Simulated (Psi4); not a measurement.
**B2H3SClO (SMILES BSB(O)Cl): PBE/def2-SVPD (density fitting, sweep point 7)**

Wanted: a single-point energy of B2H3SClO. 

The results are computed with Psi4 1.11.

8 further runs of the same task are left out: 1 that didn't finish, 7 set aside as unsound or not needed.

**1. The system as given**

B2H3SClO has 8 atoms, charge 0, and is taken as a singlet. As SMILES, `BSB(O)Cl`. The coordinates come from a PBE0-D4/def2-TZVP relaxation. This is one conformer, not always the lowest.

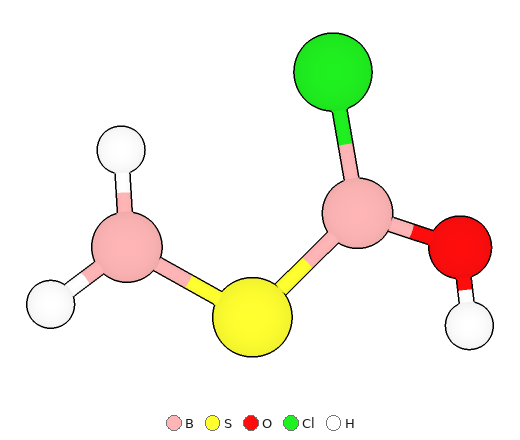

Viewed from a chosen angle; boron pink, sulfur yellow, oxygen red, chlorine green, hydrogen white.

**2. The energy at PBE/def2-SVPD (density fitting, sweep point 7)**

Input file input.inp:

```
memory 1.6 GB

molecule mol {
  B     -0.692400     0.046900     1.667900
  S     -1.023900     0.057700    -0.080400
  B      0.593700    -0.049400    -0.954900
  O      0.593200    -0.057300    -2.300500
  Cl     2.142800    -0.141200    -0.151500
  H      0.415800    -0.020700     2.088900
  H     -1.653800     0.111600     2.368200
  H     -0.283200    -0.004800    -2.693500
  symmetry c1
}

set globals {
  basis              def2-SVPD
  scf_type           df
  damping_percentage 30
}

energy('pbe')
```

Command:

```sh
$ psi4 -i input.inp -o input.out -n 1
```

input.out:

```text
[...]
  Running in c1 symmetry.
[...]
  Nuclear repulsion =  240.321389142052908
[...]
  Multiplicity = 1
[...]
  Nalpha       = 27
  Nbeta        = 27
[...]
    Number of basis functions: 141
[...]
   @DF-RKS iter   1:  -984.05782315308181   -7.37618e-03   5.77625e-03 DIIS/ADIIS
[...]
   @DF-RKS iter  24:  -984.38175249884034   -2.27632e-07   1.35144e-08 DIIS/DAMP=30%
[...]
    Orbital Energies [Eh]
    ---------------------
    Doubly Occupied:
       1A   -100.662777     2A    -88.061450     3A    -18.818888
       4A     -9.194612     5A     -7.701962     6A     -7.023013
       7A     -7.016877     8A     -7.014953     9A     -6.615959
      10A     -6.548907    11A     -5.727789    12A     -5.724314
      13A     -5.723751    14A     -0.973405    15A     -0.777807
      16A     -0.692572    17A     -0.548916    18A     -0.472974
      19A     -0.418476    20A     -0.399306    21A     -0.376419
      22A     -0.351938    23A     -0.318938    24A     -0.305502
      25A     -0.292361    26A     -0.279227    27A     -0.278561
[...]
  @DF-RKS Final Energy:  -984.38175249884034
   => Energetics <=
    Nuclear Repulsion Energy =            240.3213891420529080
    One-Electron Energy =               -1834.2565600415198332
    Two-Electron Energy =                 680.7689195841467154
    DFT Exchange-Correlation Energy =     -71.2155011835202743
    Empirical Dispersion Energy =           0.0000000000000000
    VV10 Nonlocal Energy =                  0.0000000000000000
    Total Energy =                       -984.3817524988403420
[...]
 Multipole Moments:
 ------------------------------------------------------------------------------------
     Multipole            Electronic (a.u.)      Nuclear  (a.u.)        Total (a.u.)
 ------------------------------------------------------------------------------------
 L = 1.  Multiply by 2.5417464519 to convert [e a0] to [Debye]
 Dipole X            :          2.8239638           -3.3271899           -0.5032262
 Dipole Y            :         -0.1852893            0.2143698            0.0290805
 Dipole Z            :         -1.4766939            1.1056458           -0.3710481
 Magnitude           :                                                    0.6259065
[...]
```

Wall time 21 s (1 thread of Intel Xeon Platinum 8375C at 2.90GHz (Ice Lake), shared host); peak memory 0.9 GiB.

**3. Outcome**

Level: PBE/def2-SVPD (density fitting, sweep point 7).

```
     quantity          value
 total energy  -984.38175 Eh
dipole moment         1.59 D
  HOMO energy       -7.58 eV
  LUMO energy       -2.84 eV
HOMO–LUMO gap        4.74 eV
```
